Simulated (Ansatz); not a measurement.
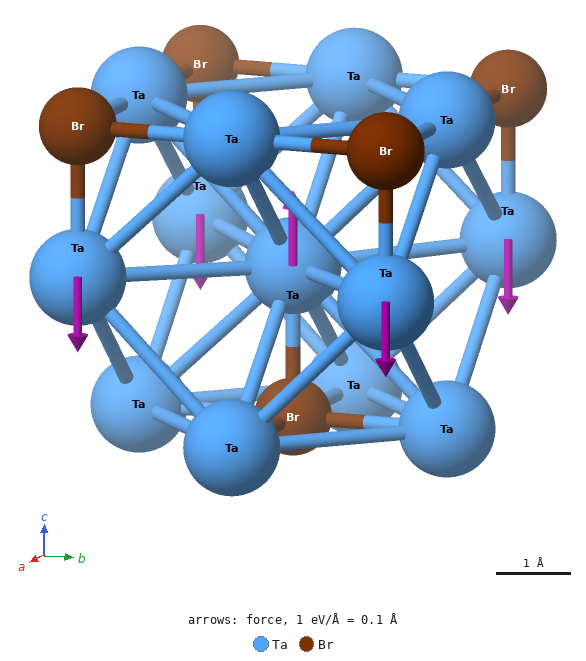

Starting geometry of solid Ta4Br (a generated structure, set up in I4/mmm) (coarse preliminary run) with the computed forces as purple arrows. The picture is a ball-and-stick view of the atoms within 4.2 Å of the atom that moves most (axes of the conventional cell (2 times the calculation's cell)), seen slightly off an axis. Lengths and directions refer to the drawn axes.

Computed with Ansatz 0.2.0, DFT PBE, scalar-relativistic, plane waves, PAW.

Input
```yaml
crystal:
  lattice:
    - [-2.26038934, 2.26038934, 4.3061078]
    - [2.26038934, -2.26038934, 4.3061078]
    - [2.26038934, 2.26038934, -4.3061078]
  atoms:
    - { symbol: Ta, position: [0.75560892, 0.75560892, 0.0] }
    - { symbol: Ta, position: [0.5, 0.0, 0.5] }
    - { symbol: Ta, position: [0.0, 0.5, 0.5] }
    - { symbol: Ta, position: [0.24439108, 0.24439108, 0.0] }
    - { symbol: Br, position: [0.0, 0.0, 0.0] }
basis:
  ecutwfc: 420
kpoints:
  mp_grid: { grid: [6, 6, 6] }
hamiltonian:
  xc: pbe
scf:
  occupations: { method: gaussian, width: 0.1 }
  lower_state_search: "off"
output:
  forces: true
  stress: true
  eigenvalues: true
relax:
  adjacent_minimum: "off"
  f_tol: 0.04
  max_steps: 70
  cell: { stress_tol: 0.4 }
```

Command:
```bash
ansatz run input.yaml --threads 1 --pin off --max-ram 2560MiB --backend cpu --events-out ev --progress --plain --runs-dir out
```

Question: What follows when this structure is relaxed?

Answer: It isn't relaxed: the largest force vector, on Ta atoms, is 10.46 eV/Å. The atoms end up moving mostly along the starting forces (cosine between the two patterns 1.00). The largest moves relative to the cell, 0.56 Å, are those of Ta1 and Ta4. Ta4 goes along +c. Br stays in place. Cell: a = b 4.521 → 5.025 Å (+11.2 %), c 8.612 → 7.763 Å (−9.9 %). Volume +11.4 %. Near-neighbour distances that change, for instance: Ta1–Ta4 3.198 → 3.700 Å, Ta1–Ta2 3.089 → 3.514 Å, Ta2–Ta3 3.197 → 3.553 Å, Ta1–Br5 2.105 → 2.456 Å. Bond angles that change, for instance: Ta2–Ta4–Ta2 91.5° → 120.9°, Ta2–Ta4–Ta3 60.9° → 75.9°, Ta2–Ta4–Br5 134.2° → 119.6°. The space group stays I4/mmm (No. 139). Over 7 accepted moves (8 points after the start) the energy falls by 1085 meV per atom. Largest force component: 10 eV/Å at the start, 0.0041 eV/Å at the end. The pressure goes from 40.44 to 0.00 GPa. At 1 point the geometry stayed and the basis and grid were re-selected for the new cell (energy shift of 2.0 meV per atom at most each time).
